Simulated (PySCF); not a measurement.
H₄F₆Si₄, SMILES F[Si](F)(F)[SiH2][SiH2][Si](F)(F)F, singlet at its GFN2-xTB optimised geometry (Å):

```
14

F     -1.8704     2.6412    -1.0357
Si    -1.9454     1.0617    -1.1761
F     -3.5166     0.8167    -1.2336
F     -1.5872     0.5435     0.2876
Si    -0.6661     0.0157    -2.7528
Si     0.8685    -1.4254    -1.7248
Si     1.9253    -0.3624     0.0000
F      3.5166    -0.3624     0.0000
F      1.6051    -0.8081     1.4891
F      1.5962     1.1972     0.0000
H     -1.5572    -0.6937    -3.6873
H     -0.0031     1.0443    -3.5741
H      0.2239    -2.6412    -1.1968
H      1.8871    -1.9198    -2.6677
```

Method: PBE/def2-TZVP (PySCF). Cells within 0.4 Å of a nucleus heavier than hydrogen are left out (blank, or x).

Map of the electrostatic potential (hartree/e), clipped to [-0.08, 0.12] on the plane z = 0.0 Å:

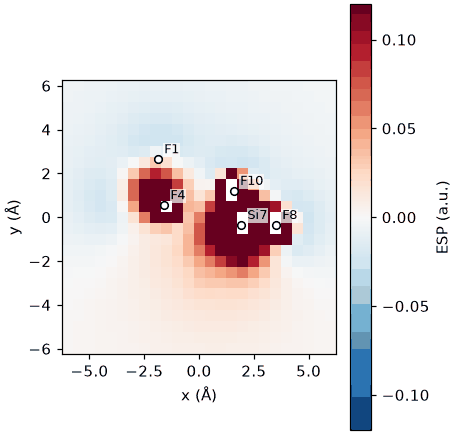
*Electrostatic potential (hartree/e), clipped to [-0.08, 0.12] on the plane z = 0.0 Å.*
